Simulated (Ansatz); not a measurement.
Three curves of one kind of scan: energy against volume (even scaling of the relaxed cell, symmetry kept). Calculation: PBE (plane waves to 420 eV, PAW, scalar-relativistic; Ansatz, a program for electronic structure). Each is measured from its own zero (the relaxed starting cell). 

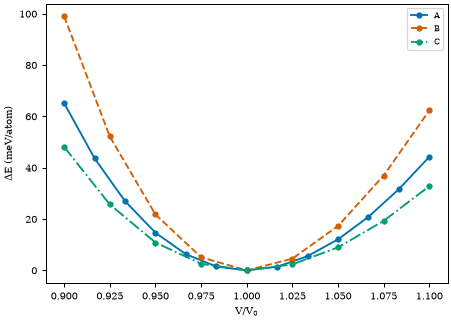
Fig. 1. Curves A, B and C.

Task: Match the curves to these crystals:
- Al (fcc, Cu type), a = b = c = 4.040 Å, α = β = γ = 90.00°
- CdO (rock salt), a = b = c = 4.768 Å, α = β = γ = 90.00°
- Au (fcc, Cu type), a = b = c = 4.1573 Å, α = β = γ = 90.00°

Result: A is CdO; B is Au; C is Al.

All were relaxed with their symmetry unable to fall. Spin-orbit coupling is left out. The PAW data are Ansatz's earlier set.

(Under strain, the slope of the energy per volume gives the stress and its curvature an elastic modulus.)
